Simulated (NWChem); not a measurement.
# doublet C2H6S+: levels of theory compared

We compute a comparison of 4 runs (UHF/STO-3G, UHF/3-21G, UB3LYP/6-31G*) of doublet C2H6S+. 

Program for the calculation: NWChem 7.3.0.

69 further runs of the same task are left out: 69 set aside as unsound or not needed.

### 1 The molecule

The species is C2H6S+ (9 atoms), meant as a doublet with charge +1. SMILES of the parent species: `CSC`. Geometry: relaxed at PBE0-D4/def2-TZVP. That shape belongs to the parent species and isn't relaxed for this state.

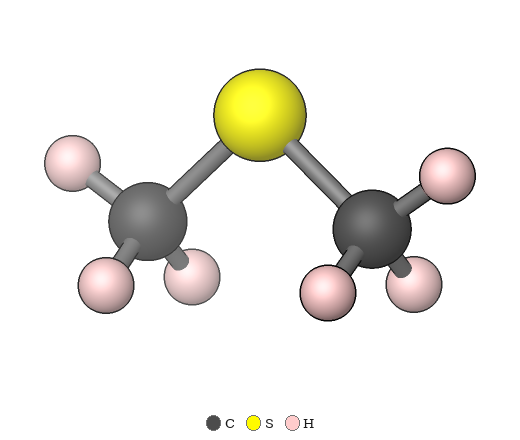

The structure, seen from a chosen angle (carbon dark grey, sulfur yellow, hydrogen pink).

### 2 The energy at UHF/STO-3G (run 1)

Input file a.nw:

```
start a
title "C2H6S"
memory stack 880 mb heap 220 mb global 1100 mb
charge 1

geometry units angstrom noautosym nocenter noautoz
   C     -0.474900     1.046900    -0.732500
   S      0.826500    -0.185400    -0.836000
   C      0.522600    -1.063400     0.700100
   H     -1.461300     0.579200    -0.706700
   H     -0.404700     1.666000    -1.627400
   H     -0.347400     1.684100     0.145100
   H     -0.474300    -1.508800     0.710500
   H      1.262800    -1.861300     0.767400
   H      0.639300    -0.403800     1.562500
end

basis spherical bse
   C library STO-3G
   S library STO-3G
   H library STO-3G
end

scf
   nopen 1
   uhf
   thresh 1e-08
   maxiter 80
end

task scf energy
```

Run with:

```bash
$ nwchem a.nw > a.out
```

Standard output:

```text
[...]
  functions       =    25
[...]
  wavefunction    = UHF
[...]
         Total SCF energy =   -471.282513685849
      One electron energy =   -861.911089886519
      Two electron energy =    279.231502234315
 Nuclear repulsion energy =    111.397073966355
                       Sz =      0.5000
                 Sz(Sz+1) =      0.7500
                      S^2 =      0.7590
[...]
```

Wall time 2.9 s (1 thread of Intel Xeon Platinum 8259CL at 2.50GHz (Skylake/Cascade Lake), shared host); peak memory 0.1 GiB.

### 3 A single-point energy at UHF/3-21G (run 2)

Input file struct.nw:

```
start struct
memory stack 880 mb heap 220 mb global 1100 mb
charge 1

geometry noautosym nocenter noautoz
  C     -0.474900     1.046900    -0.732500
  S      0.826500    -0.185400    -0.836000
  C      0.522600    -1.063400     0.700100
  H     -1.461300     0.579200    -0.706700
  H     -0.404700     1.666000    -1.627400
  H     -0.347400     1.684100     0.145100
  H     -0.474300    -1.508800     0.710500
  H      1.262800    -1.861300     0.767400
  H      0.639300    -0.403800     1.562500
end

basis spherical bse
  * library 3-21G
end

scf
  doublet
  uhf
  thresh 1e-08
  maxiter 80
  noprint "final vectors analysis"
end

task scf energy
```

Run with:

```bash
$ nwchem struct.nw > struct.out
```

Standard output:

```text
[...]
  functions       =    43
[...]
  wavefunction    = UHF
[...]
         Total SCF energy =   -474.050610999939
      One electron energy =   -864.453091970407
      Two electron energy =    279.005407004113
 Nuclear repulsion energy =    111.397073966355
                       Sz =      0.5000
                 Sz(Sz+1) =      0.7500
                      S^2 =      0.7588
[...]
```

It took 3.3 s on 1 thread of Intel Xeon Platinum 8259CL at 2.50GHz (Skylake/Cascade Lake), shared host; peak memory 0.1 GiB.

### 4 The energy at UB3LYP/6-31G(d) (spherical functions) (run 3)

Input file mol.nw:

```
start mol
title "C2H6S"
memory total 2200 mb
charge 1
geometry noautosym nocenter noautoz
   C     -0.474900     1.046900    -0.732500
   S      0.826500    -0.185400    -0.836000
   C      0.522600    -1.063400     0.700100
   H     -1.461300     0.579200    -0.706700
   H     -0.404700     1.666000    -1.627400
   H     -0.347400     1.684100     0.145100
   H     -0.474300    -1.508800     0.710500
   H      1.262800    -1.861300     0.767400
   H      0.639300    -0.403800     1.562500
end
basis spherical bse
   * library 6-31G*
end
dft
   xc b3lyp
   mult 2
   grid xfine
   convergence energy 1e-08
   maxiter 100
   mulliken
   noprint "final vectors analysis"
end
task dft energy
```

Run with:

```bash
$ nwchem mol.nw > mol.out
```

Standard output:

```text
[...]
          Wavefunction type:  spin polarized.
          No. of atoms     :     9
          No. of electrons :    33
[...]
          Charge           :     1
          Spin multiplicity:     2
[...]
          AO basis - number of functions:    58
[...]
              XC Information
              --------------
                         B3LYP Method XC Potential
                     Hartree-Fock (Exact) Exchange  0.200
                        Slater Exchange Functional  0.800 local
                    Becke 1988 Exchange Functional  0.720 non-local
              Lee-Yang-Parr Correlation Functional  0.810
                  VWN I RPA Correlation Functional  0.190 local
[...]
 d= 0,ls=0.0,diis     1   -477.6279385866 -5.89D+02  8.46D-03  1.58D-01     5.7
[...]
 d= 0,ls=0.0,diis    10   -477.6931968537 -2.51D-09  8.93D-07  2.06D-09    53.1
[...]
         Total DFT energy =     -477.693196853654
      One electron energy =     -868.074784884208
           Coulomb energy =      317.499846542306
    Exchange-Corr. energy =      -38.515332478107
 Nuclear repulsion energy =      111.397073966355
[...]
      Total Density - Mulliken Population Analysis
     ---------------------------------------------
    Atom       Charge   Shell Charges
 -----------   ------   -------------------------------------------------------
    1 C    6     6.68   2.00  0.68  2.12  0.73  1.12  0.03
    2 S   16    15.33   2.00  2.00  5.97  1.45  2.85  0.41  0.57  0.08
    3 C    6     6.68   2.00  0.68  2.12  0.73  1.12  0.03
    4 H    1     0.72   0.50  0.22
    5 H    1     0.72   0.51  0.21
    6 H    1     0.72   0.50  0.22
    7 H    1     0.72   0.50  0.22
    8 H    1     0.72   0.51  0.21
    9 H    1     0.72   0.50  0.22
[...]
      <S2> =      0.7535 (Exact =     0.7500)
[...]
```

It took 54 s on 1 thread of Intel Xeon Platinum 8259CL at 2.50GHz (Skylake/Cascade Lake), shared host; peak memory 0.14 GiB.

### 5 The energy at UB3LYP/6-31G(d) (Cartesian functions) (run 4)

Input file sp.nw:

```
echo
start sp
memory stack 880 mb heap 220 mb global 1100 mb
charge 1

geometry units bohr noautosym nocenter noautoz
 C  -0.89743094  1.97835428 -1.38422439
 S   1.56185864 -0.35035522 -1.57981104
 C   0.98757087 -2.00953476  1.32299726
 H  -2.76145679  1.09452937 -1.33546945
 H  -0.76477216  3.14828372 -3.07534030
 H  -0.65649086  3.18248777  0.27419926
 H  -0.89629710 -2.85121878  1.34265041
 H   2.38634615 -3.51734724  1.45017583
 H   1.20810191 -0.76307141  2.95269707
end

basis
 C library 6-31G*
 S library 6-31G*
 H library 6-31G*
end

dft
 xc b3lyp
 mult 2
 grid xfine
 convergence energy 1e-08
 iterations 100
 mulliken
 noprint "final vectors analysis"
end

task dft energy
```

Run with:

```bash
$ nwchem sp.nw > sp.out
```

Standard output:

```text
[...]
          Wavefunction type:  spin polarized.
          No. of atoms     :     9
          No. of electrons :    33
[...]
          Charge           :     1
          Spin multiplicity:     2
[...]
          AO basis - number of functions:    61
[...]
              XC Information
              --------------
                         B3LYP Method XC Potential
                     Hartree-Fock (Exact) Exchange  0.200
                        Slater Exchange Functional  0.800 local
                    Becke 1988 Exchange Functional  0.720 non-local
              Lee-Yang-Parr Correlation Functional  0.810
                  VWN I RPA Correlation Functional  0.190 local
[...]
 d= 0,ls=0.0,diis     1   -477.6249152025 -5.89D+02  1.03D-02  2.65D-01     7.9
[...]
 d= 0,ls=0.0,diis    10   -477.6975158976 -3.51D-09  1.04D-06  2.65D-09    60.5
[...]
         Total DFT energy =     -477.697515897649
      One electron energy =     -867.998839853927
           Coulomb energy =      317.382935375103
    Exchange-Corr. energy =      -38.478677346139
 Nuclear repulsion energy =      111.397065927313
[...]
      Total Density - Mulliken Population Analysis
     ---------------------------------------------
    Atom       Charge   Shell Charges
 -----------   ------   -------------------------------------------------------
    1 C    6     6.68   1.99  0.68  2.12  0.73  1.12  0.03
    2 S   16    15.33   2.00  1.99  5.97  1.51  2.85  0.41  0.57  0.04
    3 C    6     6.68   1.99  0.68  2.12  0.73  1.12  0.03
    4 H    1     0.72   0.50  0.22
    5 H    1     0.72   0.51  0.21
    6 H    1     0.72   0.50  0.22
    7 H    1     0.72   0.50  0.22
    8 H    1     0.72   0.51  0.21
    9 H    1     0.72   0.50  0.22
[...]
      <S2> =      0.7535 (Exact =     0.7500)
[...]
```

It took 61 s on 1 thread of Intel Xeon Platinum 8259CL at 2.50GHz (Skylake/Cascade Lake), shared host; peak memory 0.14 GiB.

### 6 All runs side by side

| run | level | iteration cap | module | energy (Eh) | ⟨S²⟩ | wall time |
| --- | --- | --- | --- | --- | --- | --- |
| 1 | UHF/STO-3G | 80 | scf | -471.282514 | 0.759 | 2.9 s |
| 2 | UHF/3-21G | 80 | scf | -474.050611 | 0.759 | 3.3 s |
| 3 | UB3LYP/6-31G* (spherical functions) | 100 | dft | -477.693197 | 0.753 | 54 s |
| 4 | UB3LYP/6-31G* (Cartesian functions) | 100 | dft | -477.697516 | 0.753 | 61 s |

### 7 Results

| quantity | value |
| --- | --- |
| run 4: total energy | -477.69752 Eh |
| run 4: ⟨S²⟩ | 0.753 |

**Reading.** In run 1 the basis is minimal, so the values are rough. All runs together took 2 min, the longest 61 s.
